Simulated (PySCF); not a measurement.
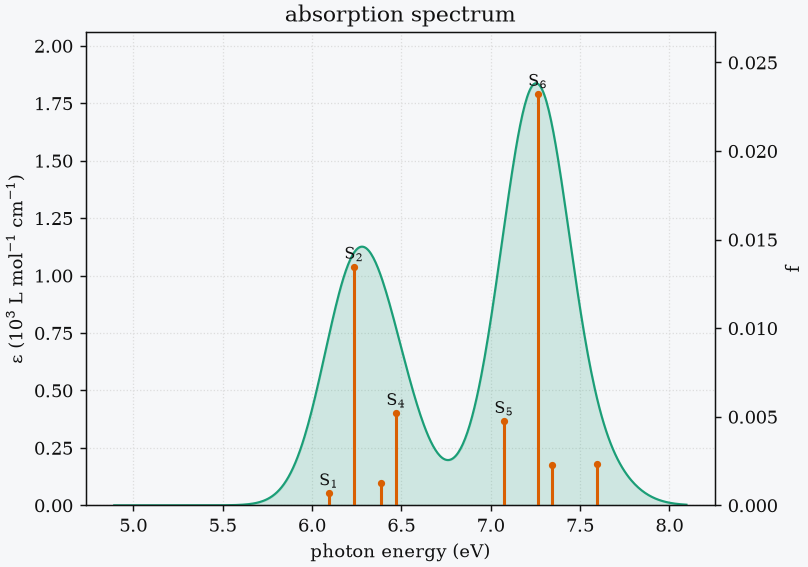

Computed absorption of C₄H₈FNSi₂, SMILES C#C[Si@@H]1C[C@@H](F)[SiH2]N1. Vertical TDDFT excitations, ωB97X-D/def2-SVPD in PySCF, at a GFN2-xTB geometry (no frequency check), gas phase. Only the first 8 singlet excitations are included; each is broadened by a Gaussian of 1/e half-width 0.25 eV. Sticks give oscillator strengths (right axis).

Which of the computed transitions is the brightest, and what character does the calculation give it?

S6 at 7.26 eV (171 nm), f = 0.023, mixed, the largest part being HOMO−1 → LUMO (32 %).

Where is the lowest singlet, and is it bright?

S1 lies at 6.09 eV (203 nm) with f = 0.001, mixed, the largest part being HOMO−2 → LUMO (22 %); it is dark or nearly so.

Does any vertical transition fall in the visible?

No singlet lies below 3.1 eV (beyond 400 nm), so at this level no vertical transition falls in the visible.

Note: the tight-binding geometry is rougher than a DFT one and adds to the error; one conformer of a flexible molecule; core orbitals are frozen in the response.
